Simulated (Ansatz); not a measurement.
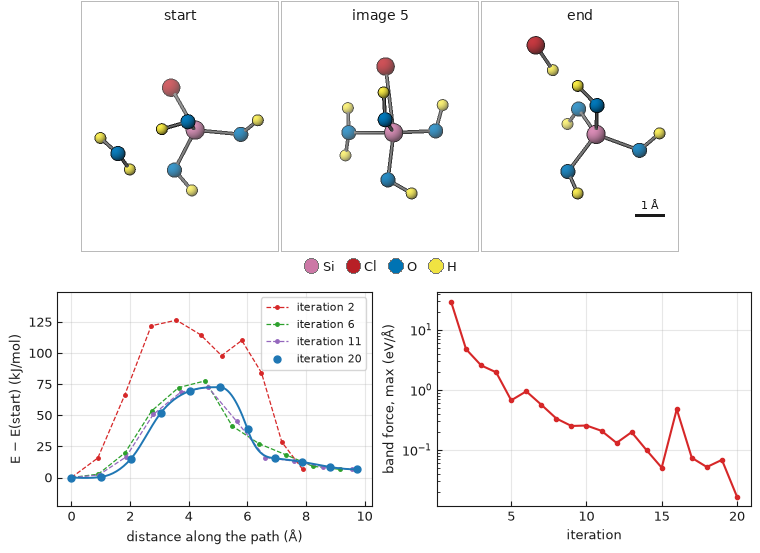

A nudged-elastic-band calculation for SiH$_{5}$O$_{4}$Cl. Images are numbered from 0 (start) to 10 (end). The plot follows the band through its iterations. The picture is a ball-and-stick view, seen at a tilt.

Method: RKS PBE0/def2-SVP (Ansatz 0.2.0). Settings: 9 movable images; climbing image; force threshold 0.05 eV/Å; iteration limit 60; starting path through a guess of the saddle point.

**How did the profile develop, and is the result final?**

The result is final at these settings. The band converged in 20 iterations. The largest component of the band force went from 30 to 0.017 eV/Å. The climbing image converged on the top of the path. Its vibrational analysis gives one imaginary mode (107i cm⁻¹), as a transition state must have. The first iteration put the highest image at 602.2 kJ/mol. The energy climbs by 72.5 kJ/mol to image 5 and then falls by 66.0 kJ/mol, so the end point sits at +6.6 kJ/mol.

The run took 5.4 min on 2 threads of Intel(R) Xeon(R) 6975P-C (Granite Rapids), on a shared host, peak memory 0.33 GiB.
